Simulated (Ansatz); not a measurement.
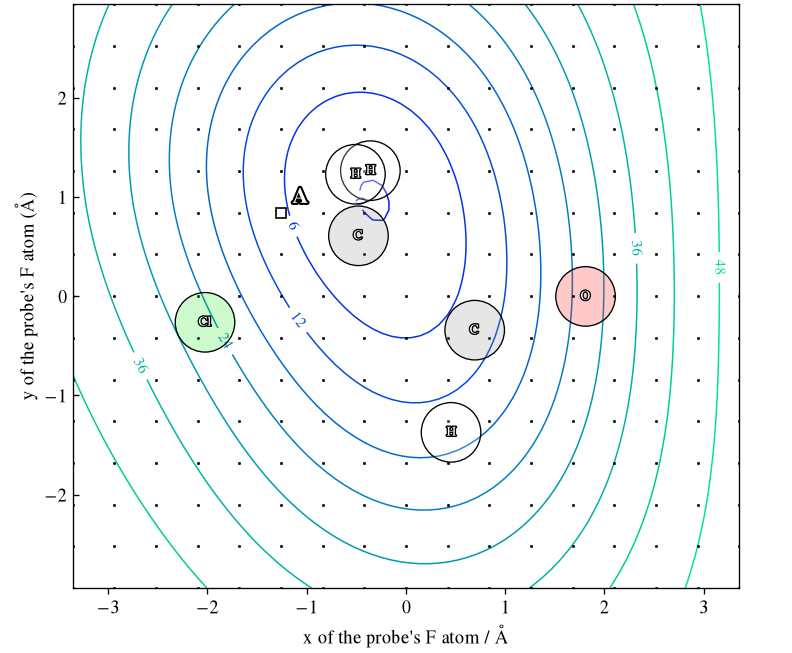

C₂H₃ClO (SMILES O=CCCl) with the probe F-. The probe is moved over a plane parallel to the molecule's main plane, 3.66 Å above it. The first coordinate is: x of the probe's F atom; the second: y of the probe's F atom. Nothing is relaxed (molecule and probe rigid). Grid: 17 × 15 points. Points are written as (first, second). Energies: kJ/mol, counted from the lowest grid point. Computed with RKS PBE0-D4/def2-SVPD in Ansatz.

Drawn: contour lines labelled in kJ/mol, dots at the grid points, labelled circles for the molecule's atoms, projected on the plane, the point A. Between grid points the surface is interpolated.

Is A at rest? If not, where is it pushed?

A, at (−1.26 Å, 0.84 Å), is not a stationary point. The computed force is 0.15 eV/Å in the plane, pointing right in the picture (components 0.14 and 0.04 eV/Å).
